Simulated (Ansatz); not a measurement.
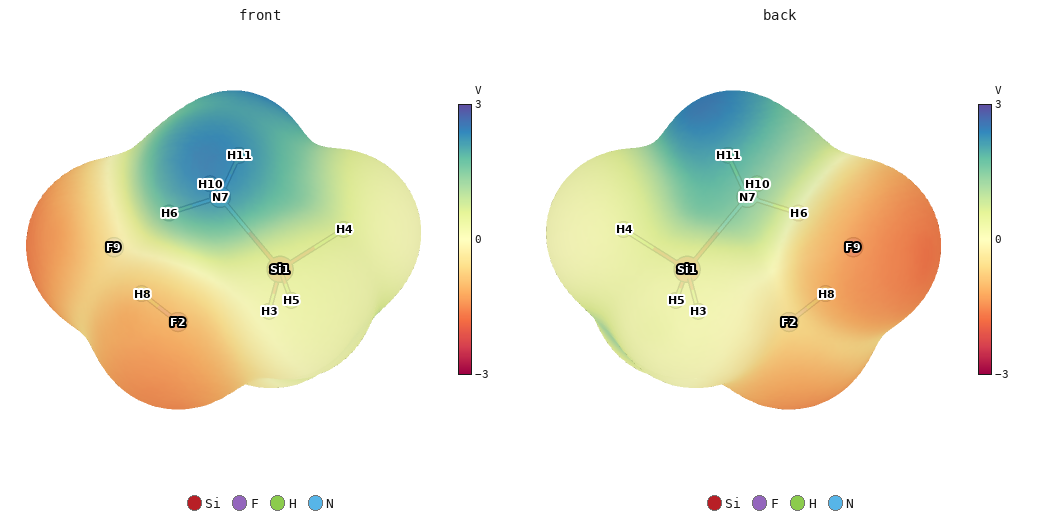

The picture shows: H₆NSi···HF···F. The molecular electrostatic potential painted on the density surface at 0.001 e/bohr³, seen from the front and from behind; the colour scale runs from red (negative) to blue (positive).

A transition-state structure; geometry: PBE0-D4/def2-TZVP.

These are results of RKS PBE0-D4/def2-TZVPP in Ansatz 0.2.0, not measurements.

```tsv
atom	x (Å)	y (Å)	z (Å)
Si	-0.8505	-0.7062	-0.4534
F	0.6304	0.7088	-1.5038
H	0.1265	-1.6447	-1.0263
H	-1.7999	-1.5580	0.3350
H	-1.7072	0.1302	-1.3094
H	0.9781	0.4362	0.7600
N	-0.1285	0.2394	0.9582
H	1.4547	0.7625	-0.8305
F	2.1278	0.7184	0.1958
H	-0.5621	1.1554	1.0345
H	-0.2694	-0.2422	1.8401
```

Which sites attract a positive test charge, and which a negative one?

Answer. A positive charge is drawn to the negative regions and a negative charge to the positive ones. The most negative region (about −1.7 V) lies over F9, the most positive (about +2.5 V) over H10 and H11.
